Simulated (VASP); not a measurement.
## SiMo3 under strain

Aim: follow the pressure of SiMo3 through compression, expansion and shear. All runs use PBEsol. Left out of this account: 1 further run (self-consistent run: a reference on another mesh). The start is a cell from a database of measured crystal structures.

Method: PBEsol; plane waves and PAW (Si, Mo_sv), in VASP 6.6.1.

### 1. Set-up

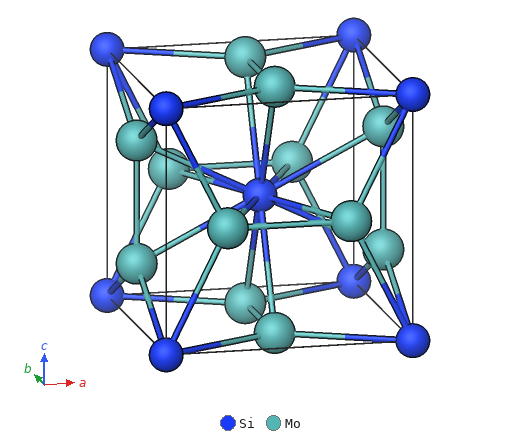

The starting structure, seen slightly off an axis (silicon blue, molybdenum teal). Some periodic images of atoms are drawn too.

Coordinates:

```xyz
8
Lattice="4.8890 0.0000 0.0000 0.0000 4.8890 0.0000 0.0000 0.0000 4.8890" Properties=species:S:1:pos:R:3 pbc="T T T"
Si    0.0000    0.0000    0.0000
Si    2.4445    2.4445    2.4445
Mo    1.2223    0.0000    2.4445
Mo    2.4445    3.6668    0.0000
Mo    3.6668    0.0000    2.4445
Mo    2.4445    1.2223    0.0000
Mo    0.0000    2.4445    3.6668
Mo    0.0000    2.4445    1.2223
```

### 2. Bands, cell as listed

Levels along the symmetry lines show where the bands peak and cross; KPOINTS_OPT computes them in the converged potential. PBEsol restores the gradient expansion of exchange and is tuned for the cells of solids.

The input, INCAR:

```
SYSTEM = SiMo3
PREC = Accurate
ENCUT = 400
EDIFF = 1E-06
NELM = 100
ISMEAR = -1
SIGMA = 0.05
LREAL = .FALSE.
ALGO = Normal
GGA = PS
NBANDS = 69
LASPH = .TRUE.
LORBIT = 11
LWAVE = .FALSE.
LCHARG = .FALSE.
KPAR = 8
```

The input, POSCAR:

```
SiMo3
1.0
    4.8890000000      0.0000000000      0.0000000000
    0.0000000000      4.8890000000      0.0000000000
    0.0000000000      0.0000000000      4.8890000000
Si Mo
2 6
Direct
    0.0000000000      0.0000000000      0.0000000000
    0.5000000000      0.5000000000      0.5000000000
    0.2500000000      0.0000000000      0.5000000000
    0.5000000000      0.7500000000      0.0000000000
    0.7500000000      0.0000000000      0.5000000000
    0.5000000000      0.2500000000      0.0000000000
    0.0000000000      0.5000000000      0.7500000000
    0.0000000000      0.5000000000      0.2500000000
```

The input, KPOINTS:

```
Automatic mesh
0
Gamma
6 6 6
0 0 0
```

The input, KPOINTS_OPT:

```
Line mode
12
Line-mode
Reciprocal
  0.00000000   0.00000000   0.00000000 GAMMA
  0.00000000   0.50000000   0.00000000 X

  0.00000000   0.50000000   0.00000000 X
  0.50000000   0.50000000   0.00000000 M

  0.50000000   0.50000000   0.00000000 M
  0.00000000   0.00000000   0.00000000 GAMMA

  0.00000000   0.00000000   0.00000000 GAMMA
  0.50000000   0.50000000   0.50000000 R

  0.50000000   0.50000000   0.50000000 R
  0.00000000   0.50000000   0.00000000 X

  0.50000000   0.50000000   0.00000000 M
  0.50000000   0.50000000   0.50000000 R
```

PAW data sets: Si and Mo_sv (PBE family, release 64).

On the command line:

```bash
$ mpirun -np 8 vasp_std
```

Output:

```text
[banner, memory and clock lines left out]
running    8 mpi-ranks, on    1 nodes
 distrk:  each k-point on    1 cores,    8 groups
 distr:  one band on    1 cores,    1 groups

 POSCAR found type information on POSCAR SiMo
 POSCAR found :  2 types and       8 ions
|                                                                             |
|           W    W    AA    RRRRR   N    N  II  N    N   GGGG   !!!           |
|           W    W   A  A   R    R  NN   N  II  NN   N  G    G  !!!           |
|           W    W  A    A  R    R  N N  N  II  N N  N  G       !!!           |
|           W WW W  AAAAAA  RRRRR   N  N N  II  N  N N  G  GGG   !            |
|           WW  WW  A    A  R   R   N   NN  II  N   NN  G    G                |
|           W    W  A    A  R    R  N    N  II  N    N   GGGG   !!!           |
|                                                                             |
|     For optimal performance we recommend to set                             |
|       NCORE = 2 up to number-of-cores-per-socket                            |
|     NCORE specifies how many cores store one orbital (NPAR=cpu/NCORE).      |
|     This setting can greatly improve the performance of VASP for DFT.       |
|     The default, NCORE=1 might be grossly inefficient on modern             |
|     multi-core architectures or massively parallel machines. Do your        |
|     Unfortunately you need to use the default for GW and RPA                |
|     calculations (for HF NCORE is supported but not extensively tested      |
|     yet).                                                                   |
|                                                                             |

|                                                                             |
|               ----> ADVICE to this user running VASP <----                  |
|                                                                             |
|     You enforced a specific xc type in the INCAR file but a different       |
|     [... a line on the potential file left out ...]
|     I HOPE YOU KNOW WHAT YOU ARE DOING!                                     |
|                                                                             |

 LDA part: xc-table for (Slater+PW92), standard interpolation
 POSCAR, INCAR and KPOINTS ok, starting setup
 FFT: planning ... GRIDC
 FFT: planning ... GRID_SOFT
 FFT: planning ... GRID
 WAVECAR not read
 entering main loop
       N       E                     dE             d eps       ncg     rms          rms(c)
DAV:   1     0.950163391912E+03    0.95016E+03   -0.47302E+04  2816   0.112E+03
DAV:   2    -0.572682159616E+02   -0.10074E+04   -0.96856E+03  3012   0.408E+02
DAV:   3    -0.893303037644E+02   -0.32062E+02   -0.31079E+02  3209   0.735E+01
DAV:   4    -0.896841573710E+02   -0.35385E+00   -0.35248E+00  3131   0.727E+00
DAV:   5    -0.896874461130E+02   -0.32887E-02   -0.32878E-02  3143   0.710E-01    0.457E+01
DAV:   6    -0.855046860160E+02    0.41828E+01   -0.93049E+00  2946   0.143E+01    0.127E+01
DAV:   7    -0.851419074183E+02    0.36278E+00   -0.72336E-01  3179   0.332E+00    0.341E+00
DAV:   8    -0.850812226816E+02    0.60685E-01   -0.71432E-02  2873   0.894E-01    0.678E-01
DAV:   9    -0.850793424510E+02    0.18802E-02   -0.44675E-03  3001   0.268E-01    0.322E-01
DAV:  10    -0.850791447156E+02    0.19774E-03   -0.50452E-04  3194   0.124E-01    0.118E-01
DAV:  11    -0.850791583337E+02   -0.13618E-04   -0.10261E-05  3025   0.147E-02    0.245E-02
DAV:  12    -0.850791548935E+02    0.34402E-05   -0.54413E-06  2973   0.116E-02    0.146E-03
DAV:  13    -0.850791546714E+02    0.22203E-06   -0.89321E-08  1650   0.131E-03
   1 F= -.85079155E+02 E0= -.85062672E+02  d E =-.329649E-01
 Start KPOINTS_OPT (optional k-point list driver)
k-point batch [1-20\72]
       N       E                     dE             ncg
DAV:   1     0.114161748027E+04   -0.21677E+05     2808
DAV:   2    -0.192578843552E+05   -0.20400E+05     3004
DAV:   3    -0.198843249146E+05   -0.62644E+03     3208
DAV:   4    -0.198907787100E+05   -0.64538E+01     3104
DAV:   5    -0.198908457523E+05   -0.67042E-01     3075
DAV:   6    -0.198908473011E+05   -0.15488E-02     3200
DAV:   7    -0.198908473394E+05   -0.38281E-04     2715
DAV:   8    -0.198908473409E+05   -0.15191E-05     2192
DAV:   9    -0.198908473410E+05   -0.12666E-06     1747
[...]
k-point batch [61-72\72]
       N       E                     dE             ncg
DAV:   1     0.158366240039E+05   -0.28356E+05     1688
DAV:   2     0.360320797008E+04   -0.12233E+05     1828
DAV:   3     0.323327247780E+04   -0.36994E+03     1880
DAV:   4     0.322987984800E+04   -0.33926E+01     1856
DAV:   5     0.322984850156E+04   -0.31346E-01     1847
DAV:   6     0.322984797887E+04   -0.52269E-03     1856
DAV:   7     0.322984796771E+04   -0.11157E-04     1647
DAV:   8     0.322984796747E+04   -0.24007E-06     1288
```

Wall time 18 s (8 MPI ranks of Intel Xeon 6975P-C (Granite Rapids), shared host); peak memory 2.3 GiB.

The logs omit lines about the potential files and the build; timing stands in the text.

From OUTCAR (step 2):

```text
ion  position               nearest neighbor table
   1  0.000  0.000  0.000-   3 2.73   4 2.73   5 2.73   6 2.73   7 2.73   8 2.73   3 2.73   5 2.73
                             7 2.73   8 2.73   4 2.73   6 2.73
   2  0.500  0.500  0.500-   3 2.73   4 2.73   5 2.73   6 2.73   7 2.73   8 2.73   4 2.73   6 2.73
                             3 2.73   5 2.73   7 2.73   8 2.73
   3  0.250  0.000  0.500-   5 2.44   5 2.44   1 2.73   1 2.73   2 2.73   2 2.73   8 2.99   4 2.99
                             4 2.99   6 2.99   6 2.99   7 2.99   8 2.99   7 2.99
   4  0.500  0.750  0.000-   6 2.44   6 2.44   1 2.73   2 2.73   2 2.73   1 2.73   8 2.99   5 2.99
                             3 2.99   5 2.99   3 2.99   7 2.99   7 2.99   8 2.99
   5  0.750  0.000  0.500-   3 2.44   3 2.44   1 2.73   1 2.73   2 2.73   2 2.73   8 2.99   4 2.99
                             4 2.99   6 2.99   6 2.99   7 2.99   8 2.99   7 2.99
   6  0.500  0.250  0.000-   4 2.44   4 2.44   1 2.73   2 2.73   2 2.73   1 2.73   8 2.99   3 2.99
                             3 2.99   5 2.99   5 2.99   7 2.99   7 2.99   8 2.99
   7  0.000  0.500  0.750-   8 2.44   8 2.44   1 2.73   2 2.73   1 2.73   2 2.73   3 2.99   4 2.99
                             5 2.99   3 2.99   5 2.99   6 2.99   4 2.99   6 2.99
   8  0.000  0.500  0.250-   7 2.44   7 2.44   1 2.73   2 2.73   1 2.73   2 2.73   3 2.99   4 2.99
                             5 2.99   3 2.99   5 2.99   6 2.99   4 2.99   6 2.99

  LATTYP: Found a simple cubic cell.
 ALAT       =     4.8890000000

 Subroutine GETGRP returns: Found 48 space group operations
 (whereof 24 operations were pure point group operations)

The static configuration has the point symmetry T_h .
 The point group associated with its full space group is O_h .

 Found     20 irreducible k-points:

   k-points           NKPTS =     20   k-points in BZ     NKDIM =     20   number of bands    NBANDS=     69

   dimension x,y,z NGX =    32 NGY =   32 NGZ =   32
   dimension x,y,z NGXF=    64 NGYF=   64 NGZF=   64

   ENCUT  =  400.0 eV  29.40 Ry    5.42 a.u.   7.97  7.97  7.97*2*pi/ulx,y,z

   NELECT =      92.0000    total number of electrons

 k-points in reciprocal lattice and weights: Automatic mesh
   0.00000000  0.00000000  0.00000000       0.005
   0.16666667  0.00000000  0.00000000       0.028
   0.33333333  0.00000000  0.00000000       0.028
   0.50000000  0.00000000  0.00000000       0.014
   0.16666667  0.16666667  0.00000000       0.056
   0.33333333  0.16666667  0.00000000       0.111
   0.50000000  0.16666667  0.00000000       0.056
   0.33333333  0.33333333  0.00000000       0.056
   0.50000000  0.33333333  0.00000000       0.056
[...]
0.50000000  0.50000000  0.33333333       0.028
   0.50000000  0.50000000  0.50000000       0.005

 average (electrostatic) potential at core
       1 -76.6813       2 -76.6813       3 -68.8122       4 -68.8122       5 -68.8122
       6 -68.8122       7 -68.8122       8 -68.8122

 E-fermi :  12.6522

 k-point     1 :       0.0000    0.0000    0.0000
  band No.  band energies     occupation
    ...
     40      10.4695      2.00000
     41      10.4695      2.00000
     42      10.4695      2.00000
     43      11.0769      2.00000
     44      11.0769      2.00000
     45      13.8991      0.00000
     46      13.8991      0.00000
     47      13.8991      0.00000
     48      14.6804      0.00000
     49      15.0265      0.00000
    ...

 k-point     2 :       0.1667    0.0000    0.0000
  band No.  band energies     occupation
    ...
     40      10.4529      2.00000
     41      10.6521      2.00000
     42      10.6521      2.00000
     43      11.1689      2.00000
     44      11.2257      2.00000
     45      13.4667      0.00000
     46      13.7321      0.00000
     47      13.7321      0.00000
     48      14.6240      0.00000
     49      14.7636      0.00000
    ...

 k-point     3 :       0.3333    0.0000    0.0000
  band No.  band energies     occupation
    ...
     41      10.5611      2.00000
     42      10.5611      2.00000
     43      11.1941      2.00000
     44      11.2628      2.00000
     45      12.4303      1.97661
     46      13.5464      0.00000
     47      13.5464      0.00000
     48      14.2448      0.00000
     49      14.3850      0.00000
     50      14.5157      0.00000
    ...

  Total       -3.2962386     -3.2962386     -3.2962386     -0.0000000      0.0000000      0.0000000
  in kB      -45.1927850    -45.1927850    -45.1927850     -0.0000000      0.0000000      0.0000000
  external PRESSURE =     -45.1927850 kB  Pullay stress =       0.0000000 kB

  energy-cutoff  :      400.00
  volume of cell :      116.86
      direct lattice vectors                 reciprocal lattice vectors
     4.889000000  0.000000000  0.000000000     0.204540806  0.000000000  0.000000000
     0.000000000  4.889000000  0.000000000     0.000000000  0.204540806  0.000000000
     0.000000000  0.000000000  4.889000000     0.000000000  0.000000000  0.204540806

 POSITION                                       TOTAL-FORCE (eV/Angst)
 -----------------------------------------------------------------------------------
      0.00000      0.00000      0.00000         0.000000     -0.000000      0.000000
      2.44450      2.44450      2.44450         0.000000     -0.000000      0.000000
      1.22225      0.00000      2.44450        -0.000000      0.000000     -0.000000
      2.44450      3.66675      0.00000         0.000000      0.000000      0.000000
      3.66675      0.00000      2.44450         0.000000      0.000000     -0.000000
      2.44450      1.22225      0.00000         0.000000     -0.000000     -0.000000
      0.00000      2.44450      3.66675         0.000000      0.000000     -0.000000
      0.00000      2.44450      1.22225        -0.000000     -0.000000      0.000000
 -----------------------------------------------------------------------------------
    total drift:                                0.000000     -0.000000     -0.000000

  FREE ENERGIE OF THE ION-ELECTRON SYSTEM (eV)
  ---------------------------------------------------
  free  energy   TOTEN  =       -85.0791546714 eV

  energy  without entropy=      -85.0461897491  energy(sigma->0) =      -85.06267221

 total charge
# of ion       s       p       d       tot
------------------------------------------
    1        0.710   0.892   0.000   1.602
    2        0.710   0.892   0.000   1.602
    3        2.336   6.201   4.085  12.622
    4        2.336   6.201   4.085  12.622
    5        2.336   6.201   4.085  12.622
    6        2.336   6.201   4.085  12.622
    7        2.336   6.201   4.085  12.622
    8        2.336   6.201   4.085  12.622
--------------------------------------------------
tot         15.433  38.990  24.512  78.935

[... 3 further parts left out ...]
```

Spin-orbit coupling is off here; it would split degenerate levels. The PAW data sets were made with PBE, which is usual practice but a small mismatch for other functionals. At this level the cell is under a tension of 4.5 GPa, so at these settings it is away from equilibrium.

Numbers from this step:

```
SCF cycles              : 13
electrons               : 92
bands                   : 69
irreducible k-points    : 20
symmetry operations     : 48
free energy (TOTEN)     : -85.0792 eV
energy at zero smearing : -85.0627 eV
Fermi energy            : 12.65 eV
pressure                : -4.519 GPa
metallic                : yes
```

Electronic bands along the path, in eV, zero at the Fermi level; # counts the bands kept, so #1 is VASP's band 25:

| point | #19 | #20 | #21 | #22 | #23 | #24 | #25 | #26 |
| --- | --- | --- | --- | --- | --- | --- | --- | --- |
| Γ | -1.58 | -1.58 | 1.25 | 1.25 | 1.25 | 2.03 | 2.37 | 2.37 |
| X | -1.72 | -1.72 | 0.24 | 0.24 | 0.93 | 0.93 | 1.51 | 1.51 |
| M | -1.12 | -0.88 | -0.88 | -0.79 | -0.70 | -0.51 | -0.11 | 0.24 |
| Γ | -1.58 | -1.58 | 1.25 | 1.25 | 1.25 | 2.03 | 2.37 | 2.37 |
| R | -1.20 | -1.20 | -1.20 | -1.20 | -1.20 | -1.20 | 1.27 | 1.27 |
| X | -1.72 | -1.72 | 0.24 | 0.24 | 0.93 | 0.93 | 1.51 | 1.51 |
| jump to M | -1.12 | -0.88 | -0.88 | -0.79 | -0.70 | -0.51 | -0.11 | 0.24 |
| R | -1.20 | -1.20 | -1.20 | -1.20 | -1.20 | -1.20 | 1.27 | 1.27 |

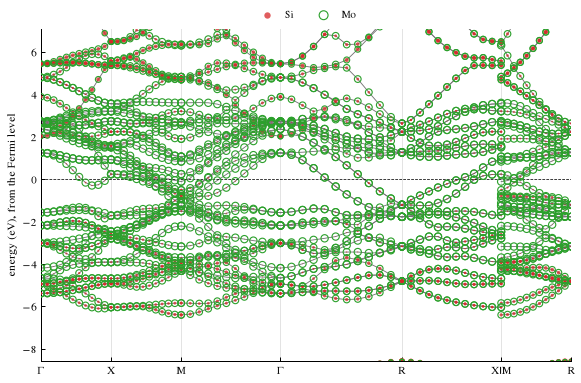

Electronic bands along the path; dots are coloured as in the legend, and their area grows with the weight.

There is no gap at this level.

[end of part 1 of 4]

[Lines on the potential files, build, host, timing and source positions are cut from VASP's logs without a mark.]

[Logs are printed without paths, hosts, clocks, repeated set-up lines and the standing remarks that a program may print on its own settings, such as how far it seeks lower states.]

[Hosts, paths, dates, database ids (printed as entryN), source tags and the programs' standing remarks are cut or masked in the printed files.]

[A measured line is paired with the nearest computed mode of its activity, which favours agreement.]
